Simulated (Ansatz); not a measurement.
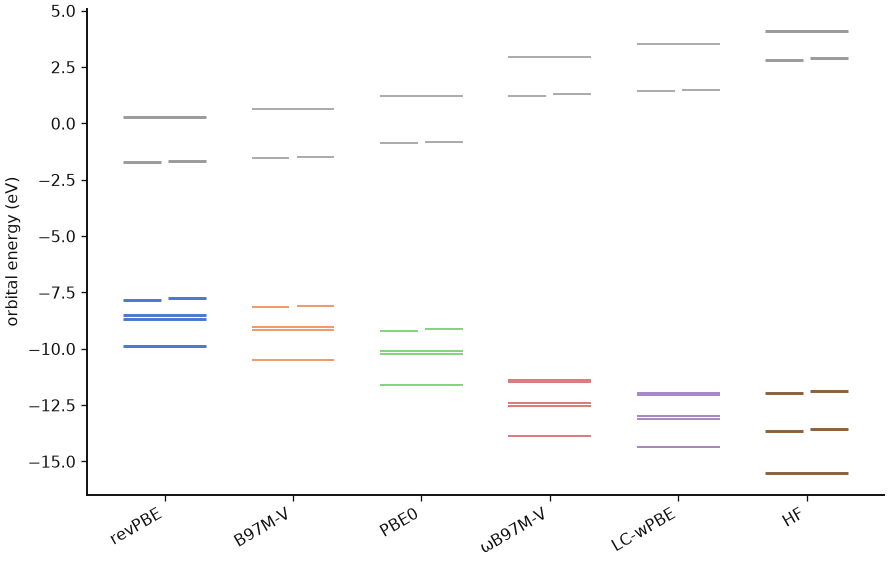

Frontier orbital energies of C₂HClF₂Si, SMILES C#C[Si](F)(F)Cl at one geometry, def2-TZVPP, the Ansatz code, at a PBE0-D4/def2-TZVP geometry (a minimum by its frequencies). Empty levels are grey, levels within 0.1 eV stand side by side; all columns show the same few orbitals around the gap.

How do the frontier levels move from column to column?

Answer. The separation grows from 6.04 eV (revPBE) to 14.73 eV (HF).

| level | HOMO (eV) | LUMO (eV) | separation (eV) |
| --- | --- | --- | --- |
| revPBE | −7.76 | −1.72 | 6.04 |
| B97M-V | −8.10 | −1.54 | 6.56 |
| PBE0 | −9.12 | −0.89 | 8.23 |
| ωB97M-V | −11.37 | 1.23 | 12.61 |
| LC-wPBE | −11.96 | 1.44 | 13.39 |
| HF | −11.89 | 2.83 | 14.73 |

Caveats, for all or some of the runs: empty levels above zero depend strongly on the basis.
